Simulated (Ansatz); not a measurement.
BiIr (space group P6_3mc, No. 186). Coordinates: the input geometry of an electronic-structure calculation (not necessarily at equilibrium); the starting structure was generated, so it need not be a known form of this composition.

```cif
data_structure
_symmetry_space_group_name_H-M 'P6_3mc'
_symmetry_Int_Tables_number 186
_cell_length_a 4.1827
_cell_length_b 4.1827
_cell_length_c 7.5548
_cell_angle_alpha 90.000
_cell_angle_beta 90.000
_cell_angle_gamma 120.000
_cell_volume 114.46
loop_
_atom_site_label
_atom_site_type_symbol
_atom_site_symmetry_multiplicity
_atom_site_Wyckoff_symbol
_atom_site_fract_x
_atom_site_fract_y
_atom_site_fract_z
_atom_site_occupancy
Ir1 Ir 2 b 0.33333 0.66667 0.01014 1
Bi1 Bi 2 b 0.33333 0.66667 0.36586 1
```

Describe the stacking along c, with columns A (0, 0), B (1/3, 2/3), C (2/3, 1/3) of the hexagonal mesh.

Ir(B) – Bi(B) – Ir(C) – Bi(C) (four layers in 7.55 Å).

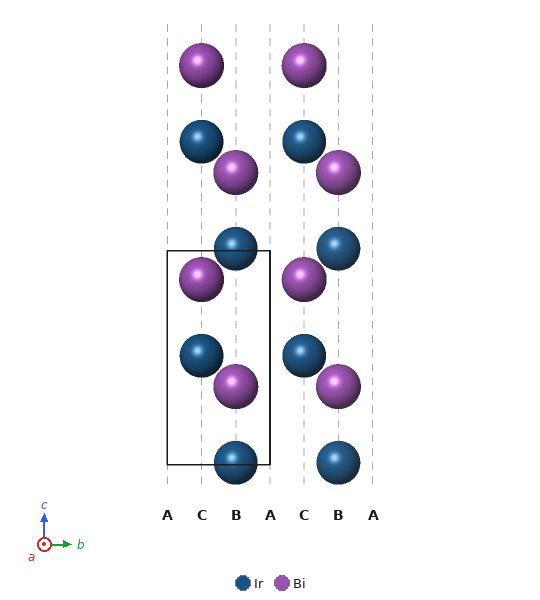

Projection along an edge of the hexagonal mesh, stacking direction c upwards. The dashed lines mark the three columns A (0, 0), B (1/3, 2/3) and C (2/3, 1/3). The sequence starts with the first layer at or above the cell's origin.
